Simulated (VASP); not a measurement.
**TiC (Khamrabaevite): structure and properties in VASP**

Aim: relax TiC (Khamrabaevite) with PBEsol, compute its properties on that cell and hold them against experiment. The steps: full relaxation (PBEsol), second relaxation, single point with fields (PBEsol), band structure (PBEsol), density of states (PBEsol), volume scan with PBEsol, fit for PBEsol, independent-particle dielectric function (PBEsol) and field gradients at the nuclei (PBEsol). Left out of this account: 1 further run (relaxation: it shows nothing beyond the runs told). The start is a cell from a database of measured crystal structures.

Calculated with VASP 6.6.1; PBEsol; plane waves and PAW (Ti_sv, C).

**What experiment says.**

“Reflectance spectral studies of spark plasma sintered tungsten carbide pellet” (2024, arxiv:2411.15754) reports for TiC, fcc rocksalt, by X-ray diffraction (polycrystalline pellet, spark plasma sintered): lattice constant a (cubic a, SPS sample (HP sample identical)) 4.325 Å.

### Step 1. The starting structure

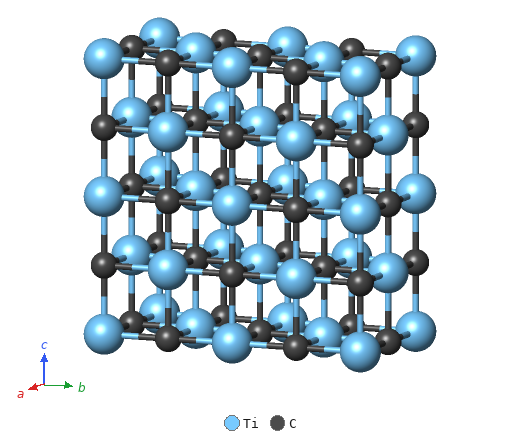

The cell as given, slightly off an axis (titanium blue, carbon dark grey). 1×2×2 cells are drawn. This picture shows the conventional cell, with its axes. Some periodic images of atoms are drawn too.

Coordinates:

```
Ti C
1.0
     0.00000    2.16400    2.16400
     2.16400    0.00000    2.16400
     2.16400    2.16400    0.00000
Ti C
1 1
Cartesian
  0.0000 0.0000 0.0000
  2.1640 2.1640 2.1640
```

### Step 2. Full relaxation (PBEsol)

The start need not lie at this functional's minimum. ISIF = 3 frees volume, shape and positions, and EDIFFG sets the threshold on forces and stress at which the search stops. PBEsol restores the gradient expansion of exchange and is tuned for the cells of solids.

INCAR reads:

```
SYSTEM = TiC
PREC = Accurate
ENCUT = 520
EDIFF = 1E-06
NELM = 100
ISMEAR = 0
SIGMA = 0.05
LREAL = .FALSE.
ALGO = Normal
GGA = PS
NBANDS = 14
LASPH = .TRUE.
LORBIT = 11
LWAVE = .FALSE.
LCHARG = .FALSE.
KPAR = 2
IBRION = 2
NSW = 60
ISIF = 3
EDIFFG = -0.01
```

POSCAR reads:

```
TiC
1.0
    0.0000000000      2.1640000000      2.1640000000
    2.1640000000      0.0000000000      2.1640000000
    2.1640000000      2.1640000000      0.0000000000
Ti C
1 1
Direct
    0.0000000000      0.0000000000      0.0000000000
    0.5000000000      0.5000000000      0.5000000000
```

KPOINTS reads:

```
Automatic mesh
0
Gamma
8 8 8
0 0 0
```

PAW data sets: Ti_sv and C (PBE family, release 64).

The run is started by

```sh
$ mpirun -np 2 vasp_std
```

What it wrote:

```text
[banner, memory and clock lines left out]
running    2 mpi-ranks, on    1 nodes
 distrk:  each k-point on    1 cores,    2 groups
 distr:  one band on    1 cores,    1 groups

 POSCAR found type information on POSCAR TiC
 POSCAR found :  2 types and       2 ions
|                                                                             |
|               ----> ADVICE to this user running VASP <----                  |
|                                                                             |
|     You enforced a specific xc type in the INCAR file but a different       |
|     [... a line on the potential file left out ...]
|     I HOPE YOU KNOW WHAT YOU ARE DOING!                                     |
|                                                                             |

 LDA part: xc-table for (Slater+PW92), standard interpolation
 POSCAR, INCAR and KPOINTS ok, starting setup
 FFT: planning ... GRIDC
 FFT: planning ... GRID_SOFT
 FFT: planning ... GRID
 WAVECAR not read
 entering main loop
       N       E                     dE             d eps       ncg     rms          rms(c)
DAV:   1     0.125522724802E+03    0.12552E+03   -0.81122E+03   812   0.137E+03
DAV:   2    -0.163804392520E+02   -0.14190E+03   -0.13332E+03   878   0.360E+02
DAV:   3    -0.248705096289E+02   -0.84901E+01   -0.82347E+01  1096   0.845E+01
DAV:   4    -0.252063134075E+02   -0.33580E+00   -0.33565E+00  1016   0.152E+01
DAV:   5    -0.252144400014E+02   -0.81266E-02   -0.81265E-02  1082   0.188E+00    0.184E+01
DAV:   6    -0.204263088875E+02    0.47881E+01   -0.12854E+01  1150   0.600E+01    0.683E+00
DAV:   7    -0.198439202920E+02    0.58239E+00   -0.21545E+00   998   0.219E+01    0.511E+00
DAV:   8    -0.198086898459E+02    0.35230E-01   -0.11070E-01   914   0.394E+00    0.336E+00
DAV:   9    -0.197955153122E+02    0.13175E-01   -0.12377E-01   998   0.460E+00    0.784E-01
DAV:  10    -0.197941264839E+02    0.13888E-02   -0.11744E-02  1036   0.142E+00    0.751E-01
DAV:  11    -0.197911705055E+02    0.29560E-02   -0.67446E-03   866   0.121E+00    0.183E-01
DAV:  12    -0.197911354723E+02    0.35033E-04   -0.43477E-04   980   0.213E-01    0.604E-02
DAV:  13    -0.197911221098E+02    0.13362E-04   -0.44829E-05   932   0.520E-02    0.105E-02
DAV:  14    -0.197911208361E+02    0.12738E-05   -0.29179E-06   938   0.262E-02    0.445E-03
DAV:  15    -0.197911205311E+02    0.30493E-06   -0.39045E-07   496   0.116E-02
   1 F= -.19791121E+02 E0= -.19790669E+02  d E =-.197911E+02
 curvature:   0.00 expect dE= 0.000E+00 dE for cont linesearch  0.000E+00
 trial: gam= 0.00000 g(F)=  0.249E-63 g(S)=  0.395E-01 ort = 0.000E+00 (trialstep = 0.100E+01)
 search vector abs. value=  0.395E-01
 bond charge predicted
       N       E                     dE             d eps       ncg     rms          rms(c)
DAV:   1    -0.202706259868E+02   -0.47951E+00   -0.10106E+01   980   0.467E+01    0.688E+00
DAV:   2    -0.198493734494E+02    0.42125E+00   -0.12323E+00   990   0.200E+01    0.195E+00
DAV:   3    -0.197748082050E+02    0.74565E-01   -0.16211E-01  1076   0.482E+00    0.884E-01
DAV:   4    -0.197733995405E+02    0.14087E-02   -0.11086E-01  1082   0.333E+00    0.498E-01
DAV:   5    -0.197800823434E+02   -0.66828E-02   -0.90017E-03   884   0.110E+00    0.124E-01
DAV:   6    -0.197830975279E+02   -0.30152E-02   -0.48118E-03  1236   0.315E-01    0.102E-01
DAV:   7    -0.197841259146E+02   -0.10284E-02   -0.17097E-03   932   0.423E-01    0.192E-01
DAV:   8    -0.197839159902E+02    0.20992E-03   -0.81054E-04   914   0.372E-01    0.154E-02
DAV:   9    -0.197839286683E+02   -0.12678E-04   -0.51690E-05  1118   0.492E-02    0.106E-02
DAV:  10    -0.197839322738E+02   -0.36055E-05   -0.18692E-05  1180   0.199E-02    0.621E-03
DAV:  11    -0.197839314545E+02    0.81930E-06   -0.19146E-06   764   0.139E-02
   2 F= -.19783931E+02 E0= -.19783563E+02  d E =0.718908E-02
 trial-energy change:    0.007189  1 .order    0.007996   -0.039549    0.055542
 step:   0.4284(harm=  0.4159)  dis= 0.00000  next Energy=   -19.799655 (dE=-0.853E-02)
 bond charge predicted
       N       E                     dE             d eps       ncg     rms          rms(c)
DAV:   1    -0.199691127550E+02   -0.18518E+00   -0.33895E+00   944   0.280E+01    0.425E+00
DAV:   2    -0.198350023902E+02    0.13411E+00   -0.57537E-01   970   0.130E+01    0.136E+00
DAV:   3    -0.197948429743E+02    0.40159E-01   -0.81301E-02  1110   0.388E+00    0.493E-01
DAV:   4    -0.197955527396E+02   -0.70977E-03   -0.35891E-02  1100   0.181E+00    0.277E-01
DAV:   5    -0.197981577448E+02   -0.26050E-02   -0.26528E-03   970   0.459E-01    0.127E-01
DAV:   6    -0.197995795664E+02   -0.14218E-02   -0.26338E-03  1242   0.243E-01    0.822E-02
DAV:   7    -0.197997942061E+02   -0.21464E-03   -0.34399E-04   928   0.172E-01    0.576E-02
DAV:   8    -0.197997751470E+02    0.19059E-04   -0.97424E-05   968   0.100E-01    0.932E-03
DAV:   9    -0.197997761212E+02   -0.97426E-06   -0.72440E-06  1086   0.188E-02
   3 F= -.19799776E+02 E0= -.19799341E+02  d E =-.865559E-02
 curvature:  -0.21 expect dE=-0.330E-06 dE for cont linesearch -0.330E-06
 trial: gam=-0.00629 g(F)=  0.229E-60 g(S)=  0.159E-05 ort = 0.251E-03 (trialstep = 0.886E+00)
 search vector abs. value=  0.164E-09
 reached required accuracy - stopping structural energy minimisation
```

Run time: 14 s. Hardware: 2 MPI ranks of AMD EPYC 7R43, shared host; peak memory 0.23 GiB.

Lines that name or quote the potential files are left out of all logs, and their timing lines are given in words.

Parts of OUTCAR (step 2):

```text
ion  position               nearest neighbor table
   1  0.000  0.000  0.000-   2 2.16   2 2.16   2 2.16   2 2.16   2 2.16   2 2.16
   2  0.500  0.500  0.500-   1 2.16   1 2.16   1 2.16   1 2.16   1 2.16   1 2.16

  LATTYP: Found a face centered cubic cell.
 ALAT       =     4.3280000000

 Subroutine GETGRP returns: Found 48 space group operations
 (whereof 48 operations were pure point group operations)

The static configuration has the point symmetry O_h .

 Found     29 irreducible k-points:

   k-points           NKPTS =     29   k-points in BZ     NKDIM =     29   number of bands    NBANDS=     14

   dimension x,y,z NGX =    24 NGY =   24 NGZ =   24
   dimension x,y,z NGXF=    48 NGYF=   48 NGZF=   48

   ENCUT  =  520.0 eV  38.22 Ry    6.18 a.u.   5.69  5.69  5.69*2*pi/ulx,y,z

   NELECT =      16.0000    total number of electrons

 k-points in reciprocal lattice and weights: Automatic mesh
   0.00000000  0.00000000  0.00000000       0.002
   0.12500000  0.00000000  0.00000000       0.016
   0.25000000  0.00000000  0.00000000       0.016
   0.37500000  0.00000000  0.00000000       0.016
   0.50000000  0.00000000  0.00000000       0.008
   0.12500000  0.12500000  0.00000000       0.012
   0.25000000  0.12500000  0.00000000       0.047
   0.37500000  0.12500000  0.00000000       0.047
   0.50000000  0.12500000  0.00000000       0.047
[...]
-0.37500000  0.50000000  0.12500000       0.023
  -0.25000000  0.50000000  0.25000000       0.012

 average (electrostatic) potential at core
       1 -70.5824       2 -44.2960

 E-fermi :   9.5734

 k-point     1 :       0.0000    0.0000    0.0000
  band No.  band energies     occupation
      1     -46.6543      2.00000
      2     -22.7664      2.00000
      3     -22.7664      2.00000
      4     -22.7664      2.00000
      5      -2.8825      2.00000
      6      10.2743      0.00000
      7      10.2743      0.00000
      8      10.2743      0.00000
      9      11.3423      0.00000
     10      11.3423      0.00000
    ...

 k-point     2 :       0.1250    0.0000    0.0000
  band No.  band energies     occupation
    ...
      4     -22.7743      2.00000
      5      -2.5199      2.00000
      6       8.9404      2.00000
      7       9.3095      2.00000
      8       9.3095      2.00000
      9      10.7192      0.00000
     10      10.7192      0.00000
     11      11.9195      0.00000
     12      13.4996      0.00000
     13      13.4996      0.00000
    ...

 k-point     3 :       0.2500    0.0000    0.0000
  band No.  band energies     occupation
    ...
      4     -22.7931      2.00000
      5      -1.5226      2.00000
      6       6.8080      2.00000
      7       7.8613      2.00000
      8       7.8613      2.00000
      9      11.4045      0.00000
     10      11.4045      0.00000
     11      12.5206      0.00000
     12      15.6497      0.00000
     13      15.6497      0.00000
    ...

  Total       -0.0046826     -0.0046826     -0.0046826     -0.0000000      0.0000000      0.0000000
  in kB       -0.3787837     -0.3787837     -0.3787837     -0.0000000      0.0000000      0.0000000
  external PRESSURE =      -0.3787837 kB  Pullay stress =       0.0000000 kB

  energy-cutoff  :      520.00
  volume of cell :       19.81
      direct lattice vectors                 reciprocal lattice vectors
    -0.000000000  2.147469036  2.147469036    -0.232832228  0.232832228  0.232832228
     2.147469036  0.000000000  2.147469036     0.232832228 -0.232832228  0.232832228
     2.147469036  2.147469036  0.000000000     0.232832228  0.232832228 -0.232832228

 POSITION                                       TOTAL-FORCE (eV/Angst)
 -----------------------------------------------------------------------------------
      0.00000      0.00000      0.00000         0.000000     -0.000000     -0.000000
      2.14747      2.14747      2.14747        -0.000000      0.000000      0.000000
 -----------------------------------------------------------------------------------
    total drift:                                0.000000     -0.000000     -0.000000

  FREE ENERGIE OF THE ION-ELECTRON SYSTEM (eV)
  ---------------------------------------------------
  free  energy   TOTEN  =       -19.7997761212 eV

  energy  without entropy=      -19.7989051844  energy(sigma->0) =      -19.79934065

 reached required accuracy - stopping structural energy minimisation

 total charge
# of ion       s       p       d       tot
------------------------------------------
    1        2.206   6.263   1.994  10.464
    2        0.892   1.506   0.000   2.398
--------------------------------------------------
tot          3.098   7.769   1.994  12.862

[... 3 further parts left out ...]
```

CONTCAR:

```
TiC
   1.00000000000000
    -0.0000000000000000    2.1474690363933857    2.1474690363933857
     2.1474690363933857    0.0000000000000000    2.1474690363933857
     2.1474690363933857    2.1474690363933857    0.0000000000000000
  Ti              C
     1     1
Direct
     0.0000000000000000    0.0000000000000000    0.0000000000000000
     0.5000000000000000    0.5000000000000000    0.5000000000000000
```

The k-mesh is coarse for a metal. The PAW data sets were made with PBE, which is usual practice but a small mismatch for other functionals. The run keeps the 48 symmetry operations of its start, so it cannot find a distortion of lower symmetry.

The steps of the relaxation:

```csv
step,energy less that of the first step (eV),largest force (eV/Å),pressure (GPa),volume (Å³)
1,0.0000,0.0000,-5.84,20.27
2,0.0072,0.0000,8.66,19.20
3,-0.0087,0.0000,-0.04,19.81
```

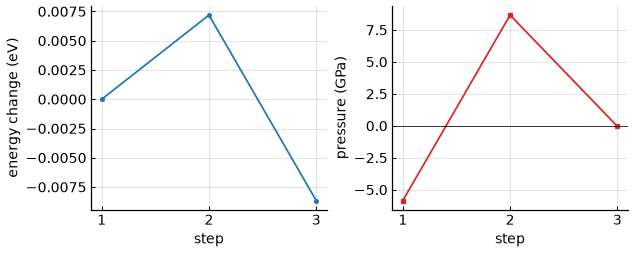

Energy and pressure along the relaxation.

| conventional cell, symmetrised | before | after | change |
| --- | --- | --- | --- |
| a (Å) | 4.328 | 4.295 | -0.8 % |
| b (Å) | 4.328 | 4.295 | -0.8 % |
| c (Å) | 4.328 | 4.295 | -0.8 % |
| volume (Å³/atom) | 10.13 | 9.90 | -2.3 % |

Final coordinates:

```cif
data_structure
_symmetry_space_group_name_H-M 'P 1'
_symmetry_Int_Tables_number 1
_cell_length_a 3.0370
_cell_length_b 3.0370
_cell_length_c 3.0370
_cell_angle_alpha 60.000
_cell_angle_beta 60.000
_cell_angle_gamma 60.000
_cell_volume 19.81
loop_
_atom_site_label
_atom_site_type_symbol
_atom_site_fract_x
_atom_site_fract_y
_atom_site_fract_z
_atom_site_occupancy
Ti1 Ti 0.00000 0.00000 0.00000 1
C2 C 0.50000 0.50000 0.50000 1
```

Numbers from this step:

```
electrons                       : 16
bands                           : 14
irreducible k-points            : 29
symmetry operations             : 48
free energy (TOTEN)             : -19.80 eV
energy at zero smearing         : -19.80 eV
Fermi energy                    : 9.573 eV
pressure                        : -0.03788 GPa
metallic                        : yes
SCF cycles over all ionic steps : 35
```

It ends with forces that vanish by symmetry and a pressure of -0.04 GPa. The volume lies -2.3 % from that of the database's start, which holds the thermal and zero-point expansion of its experiment.

### Step 3. Second relaxation

The basis stayed that of the start cell while the cell moved. A rerun from the cell reached resets it; the error of the finite cutoff stays.

INCAR is that of step 2.

POSCAR reads:

```
TiC
1.0
    0.0000000000      2.1474690364      2.1474690364
    2.1474690364      0.0000000000      2.1474690364
    2.1474690364      2.1474690364      0.0000000000
Ti C
1 1
Direct
    0.0000000000      0.0000000000      0.0000000000
    0.5000000000      0.5000000000      0.5000000000
```

KPOINTS is that of step 2.

The run is started by

```sh
$ mpirun -np 2 vasp_std
```

What it wrote:

```text
[banner, memory and clock lines left out]
running    2 mpi-ranks, on    1 nodes
 distrk:  each k-point on    1 cores,    2 groups
 distr:  one band on    1 cores,    1 groups

 POSCAR found type information on POSCAR TiC
 POSCAR found :  2 types and       2 ions
 [... a notice as in an earlier step ...]

 LDA part: xc-table for (Slater+PW92), standard interpolation
 POSCAR, INCAR and KPOINTS ok, starting setup
 FFT: planning ... GRIDC
 FFT: planning ... GRID_SOFT
 FFT: planning ... GRID
 WAVECAR not read
 entering main loop
       N       E                     dE             d eps       ncg     rms          rms(c)
DAV:   1     0.114270666864E+03    0.11427E+03   -0.81271E+03   820   0.138E+03
DAV:   2    -0.172122359987E+02   -0.13148E+03   -0.12336E+03   872   0.345E+02
DAV:   3    -0.248935017307E+02   -0.76813E+01   -0.75476E+01  1096   0.814E+01
DAV:   4    -0.251509286670E+02   -0.25743E+00   -0.25718E+00   994   0.142E+01
DAV:   5    -0.251615363330E+02   -0.10608E-01   -0.10607E-01  1116   0.249E+00    0.189E+01
DAV:   6    -0.203747132666E+02    0.47868E+01   -0.12568E+01  1150   0.602E+01    0.670E+00
DAV:   7    -0.198434385677E+02    0.53127E+00   -0.20250E+00   998   0.213E+01    0.530E+00
DAV:   8    -0.198076197017E+02    0.35819E-01   -0.11437E-01   934   0.428E+00    0.312E+00
DAV:   9    -0.198031305757E+02    0.44891E-02   -0.10117E-01  1010   0.382E+00    0.802E-01
DAV:  10    -0.198018792823E+02    0.12513E-02   -0.97361E-03  1074   0.130E+00    0.725E-01
DAV:  11    -0.197995292857E+02    0.23500E-02   -0.58404E-03   872   0.119E+00    0.137E-01
DAV:  12    -0.197995175575E+02    0.11728E-04   -0.37180E-04   938   0.227E-01    0.397E-02
DAV:  13    -0.197995118146E+02    0.57429E-05   -0.14838E-05  1028   0.334E-02    0.526E-03
DAV:  14    -0.197995114666E+02    0.34795E-06   -0.69701E-07   684   0.127E-02
   1 F= -.19799511E+02 E0= -.19799076E+02  d E =-.197995E+02
 curvature:   0.00 expect dE= 0.000E+00 dE for cont linesearch  0.000E+00
 trial: gam= 0.00000 g(F)=  0.381E-63 g(S)=  0.458E-05 ort = 0.000E+00 (trialstep = 0.100E+01)
 search vector abs. value=  0.458E-05
 reached required accuracy - stopping structural energy minimisation
```

Elapsed: 5.6 s, on 2 MPI ranks; peak memory 0.21 GiB.

OUTCAR, selected parts (step 3):

```text
  LATTYP: Found a face centered cubic cell.
 ALAT       =     4.2949380728

The static configuration has the point symmetry O_h .

 Found     29 irreducible k-points:

   ENCUT  =  520.0 eV  38.22 Ry    6.18 a.u.   5.65  5.65  5.65*2*pi/ulx,y,z

   NELECT =      16.0000    total number of electrons

 E-fermi :   9.5732

 k-point     1 :       0.0000    0.0000    0.0000
  band No.  band energies     occupation
      1     -46.6540      2.00000
      2     -22.7666      2.00000
      3     -22.7666      2.00000
      4     -22.7666      2.00000
      5      -2.8817      2.00000
      6      10.2743      0.00000
      7      10.2743      0.00000
      8      10.2743      0.00000
      9      11.3420      0.00000
     10      11.3420      0.00000
    ...

 k-point     2 :       0.1250    0.0000    0.0000
  band No.  band energies     occupation
    ...
      4     -22.7744      2.00000
      5      -2.5192      2.00000
      6       8.9403      2.00000
      7       9.3093      2.00000
      8       9.3093      2.00000
      9      10.7191      0.00000
     10      10.7191      0.00000
     11      11.9194      0.00000
     12      13.4994      0.00000
     13      13.4994      0.00000
    ...

  Total       -0.0079582     -0.0079582     -0.0079582     -0.0000000      0.0000000      0.0000000
  in kB       -0.6437479     -0.6437479     -0.6437479     -0.0000000      0.0000000      0.0000000
  external PRESSURE =      -0.6437479 kB  Pullay stress =       0.0000000 kB

  energy-cutoff  :      520.00
  volume of cell :       19.81
      direct lattice vectors                 reciprocal lattice vectors
     0.000000000  2.147469036  2.147469036    -0.232832228  0.232832228  0.232832228
     2.147469036  0.000000000  2.147469036     0.232832228 -0.232832228  0.232832228
     2.147469036  2.147469036  0.000000000     0.232832228  0.232832228 -0.232832228

 POSITION                                       TOTAL-FORCE (eV/Angst)
 -----------------------------------------------------------------------------------
      0.00000      0.00000      0.00000         0.000000      0.000000      0.000000
      2.14747      2.14747      2.14747        -0.000000      0.000000     -0.000000
 -----------------------------------------------------------------------------------
    total drift:                                0.000000     -0.000000     -0.000000

  FREE ENERGIE OF THE ION-ELECTRON SYSTEM (eV)
  ---------------------------------------------------
  free  energy   TOTEN  =       -19.7995114666 eV

  energy  without entropy=      -19.7986402870  energy(sigma->0) =      -19.79907588

 total charge
# of ion       s       p       d       tot
------------------------------------------
    1        2.206   6.263   1.994  10.464
    2        0.893   1.506   0.000   2.399
--------------------------------------------------
tot          3.099   7.769   1.994  12.862

[... 5 parts as in an earlier step ...]

[... 6 further parts left out ...]
```

CONTCAR:

```
TiC
   1.00000000000000
     0.0000000000000000    2.1474690364000000    2.1474690364000000
     2.1474690364000000    0.0000000000000000    2.1474690364000000
     2.1474690364000000    2.1474690364000000    0.0000000000000000
  Ti              C
     1     1
Direct
     0.0000000000000000    0.0000000000000000    0.0000000000000000
     0.5000000000000000    0.5000000000000000    0.5000000000000000
```

Little changed from the start: no atom moved by 0.005 Å and no cell edge by 0.1 %.

This step gave:

| Quantity | Value |
| --- | --- |
| pressure | -0.06437 GPa |
| SCF cycles over all ionic steps | 14 |

It ends with forces that vanish by symmetry and a pressure of -0.06 GPa. The volume moved by under 0.01 %: the run met its threshold at the first step.

[end of part 1 of 4]

[Lines on the potential files, build, host, timing and source positions are cut from VASP's logs without a mark.]

[Logs are printed without paths, hosts, clocks, repeated set-up lines and the standing remarks that a program may print on its own settings, such as how far it seeks lower states.]

[Hosts, paths, dates, database ids (printed as entryN), source tags and the programs' standing remarks are cut or masked in the printed files.]

[Measured values are set beside computed ones only where the two were judged alike; some that the calculation misses by far are left out.]
